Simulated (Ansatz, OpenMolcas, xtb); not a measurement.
## CH3I (methyl iodide): the atomisation enthalpy at 298 K, rung by rung

The species is CH3I (5 atoms), meant as a singlet with charge 0. SMILES: `CI`. Geometry: relaxed at PBE0-D4/def2-TZVP.

Quantity: the atomisation enthalpy at 298 K, in kJ/mol. The values are calculated. The thermal term (zero-point and 298 K enthalpy, harmonic and unscaled) is that of PBE0-D4/def2-TZVP; the spin-orbit lowering of the free atoms at 298 K, 30.3 kJ/mol by their spectra, is taken off.

**The experiment to reproduce.** Active Thermochemical Tables gives the atomisation enthalpy at 298 K of the gas as 1463 kJ/mol.

```json
{"level": "GFN0-xTB", "kind": "semi-empirical", "program": "xtb", "value (kJ/mol)": "1591", "computed − measured": "+128", "CPU time (all runs)": "under 2 s"}
{"level": "SVWN5/def2-SVPD (core potential)", "kind": "LDA", "program": "Ansatz", "value (kJ/mol)": "1663", "computed − measured": "+200", "CPU time (all runs)": "5.9 s"}
{"level": "revPBE/def2-SVPD (core potential)", "kind": "GGA", "program": "Ansatz", "value (kJ/mol)": "1426", "computed − measured": "-37", "CPU time (all runs)": "8.3 s"}
{"level": "M06-L/def2-SVPD (core potential)", "kind": "meta-GGA", "program": "OpenMolcas", "value (kJ/mol)": "1451", "computed − measured": "-12", "CPU time (all runs)": "48 s"}
{"level": "r2SCAN0/def2-SVPD (core potential)", "kind": "hybrid meta-GGA", "program": "Ansatz", "value (kJ/mol)": "1437", "computed − measured": "-26", "CPU time (all runs)": "18 s"}
{"level": "wB97M-V/def2-SVPD (core potential)", "kind": "range-separated hybrid", "program": "Ansatz", "value (kJ/mol)": "1460", "computed − measured": "-3", "CPU time (all runs)": "78 s"}
{"level": "PBE-QIDH/def2-SVPD (core potential)", "kind": "double hybrid", "program": "Ansatz", "value (kJ/mol)": "1435", "computed − measured": "-28", "CPU time (all runs)": "11 s"}
{"level": "MP2/def2-SVPD (core potential)", "kind": "perturbation theory", "program": "Ansatz", "value (kJ/mol)": "1391", "computed − measured": "-72", "CPU time (all runs)": "3.2 s"}
{"level": "CCSD/def2-SVPD (core potential)", "kind": "coupled cluster or CI", "program": "Ansatz", "value (kJ/mol)": "1372", "computed − measured": "-91", "CPU time (all runs)": "7.9 s"}
{"level": "FCI/STO-3G", "kind": "exact in the basis", "program": "Ansatz", "value (kJ/mol)": "1552", "computed − measured": "+89", "CPU time (all runs)": "5 s"}
```

Nearest: wB97M-V/def2-SVPD (core potential) (-3 kJ/mol); farthest: SVWN5/def2-SVPD (core potential) (+200 kJ/mol). Computed less measured by kind, in kJ/mol (of the ab initio rows, those in def2-SVPD): semi-empirical +128; LDA +200; GGA -37; meta-GGA -12; global hybrid -26; range-separated hybrid -3; double hybrid -28; perturbation theory -72; coupled cluster or CI -91. In a finite basis correlated wave-function methods underbind, so their errors here aren't those of the basis-set limit. All-electron rows without a relativistic Hamiltonian named are non-relativistic, while core potentials hold scalar relativity, so basis and relativity change together. GFN0-xTB: no spin polarisation, so open shells miss the exchange term that lowers them. High-level rows in very small sets aren't better than simpler rows in larger ones. In the correlated wave-function rows the outer d shell of I is correlated, in sets not made for it. CPU times are rough (shared hosts, several kinds of processor and program).

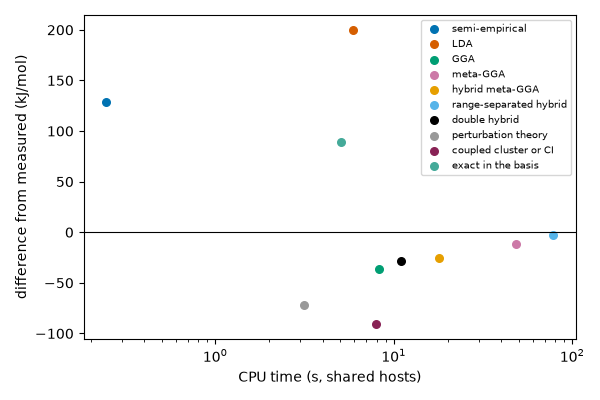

Difference from the measured value against processor time, one point a level.
